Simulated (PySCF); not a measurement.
Input file:

```
{"job": {"kind": "nmr", "xc": "PBE0", "basis": "pcSseg-1"}, "charge": 0, "multiplicity": 1}
C      2.498854    -0.173855     0.182327
C      1.176147    -0.577755     0.752543
O      1.010332    -1.206668     1.767871
O      0.134315    -0.171604     0.011499
Si    -1.420568    -0.596908     0.600887
C     -2.591604     0.142861    -0.689612
N     -3.862557     0.075165    -0.662303
H      2.630973    -0.647043    -0.802027
H      2.519369     0.913738     0.023317
H      3.305666    -0.478932     0.857537
H     -1.673682     0.020673     1.930767
H     -1.586646    -2.074540     0.653326
H     -2.145192     0.684740    -1.546151
H     -4.194540    -0.441807     0.163685
```

Launched as:

```sh
OMP_NUM_THREADS=1 python probes_run.py task.json out
```

Geometry: PBE0-D3(BJ)/def2-SVP.

The calculation used PBE0/pcSseg-1, SCF density, gas phase, non-relativistic in PySCF 2.14.0.

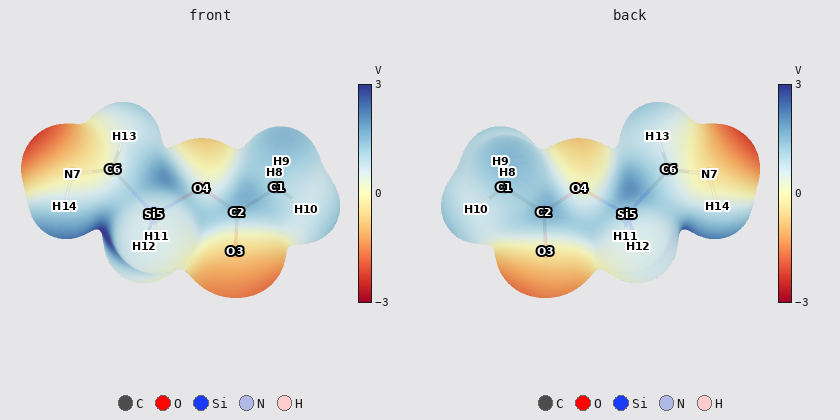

C3H7NO2Si. The electrostatic potential painted on the density surface at 0.004 e/bohr³, seen from the front and from behind; red is negative and blue positive.

### Describe the electrostatic potential map.

The most negative region (about −2.1 V) lies over N7, the most positive (about +2.9 V) over Si5. N7 is the likeliest acceptor of a hydrogen bond.

### How polar is the molecule by this calculation?

Its dipole moment is 1.85 D.
